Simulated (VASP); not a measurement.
Band structure of Sn (space group I4_1/amd). These are LDA (Ceperley-Alder, Perdew-Zunger), VASP's LDA PAW potentials (set 64) (plane waves; VASP) values and carry that method's errors.

Unless said otherwise, spin-orbit coupling is left out, though it shifts the bands of the heavy elements here.

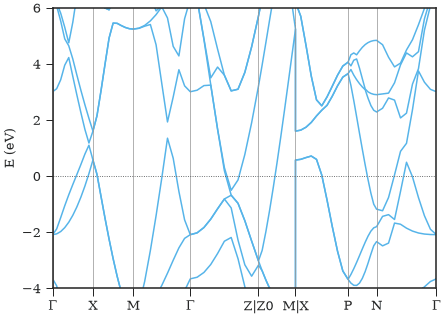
Fig. 1. Bands along high-symmetry lines, zero at the valence-band maximum or, without a gap, the Fermi level

Question: Read the plot: is there a gap, and where are the band edges?

Answer: It has no gap at this level: it comes out as a metal or semimetal. (Edges off the drawn lines would not show.)

The structure comes from a computed database's Sn entry (I4_1/amd); how it stands against other phases isn't given here. It was relaxed first, which changed the volume by -6 %.
